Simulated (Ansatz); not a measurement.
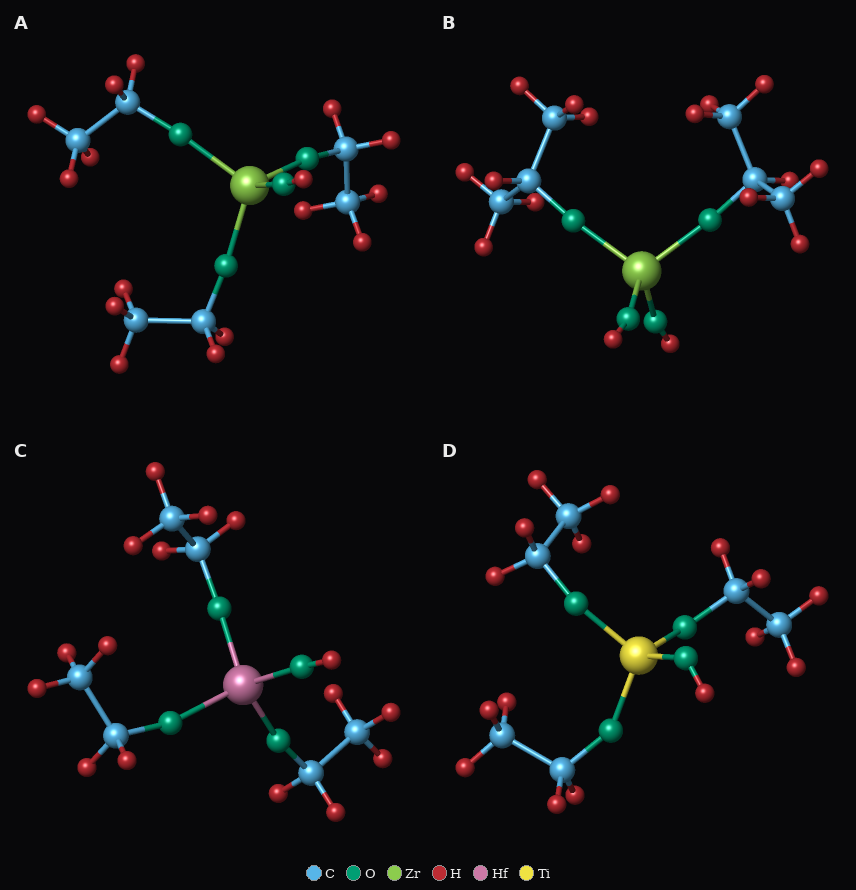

Source: calculation with Ansatz.

The species is neutral and a spin singlet.

**Match each picture to its SMILES.**
(1) CC(C)[O][Zr]([OH])([OH])[O]C(C)C
(2) CC[O][Zr]([OH])([O]CC)[O]CC
(3) CC[O][Hf]([OH])([O]CC)[O]CC
(4) CC[O][Ti]([OH])([O]CC)[O]CC

A is (2), B is (1), C is (3), D is (4).
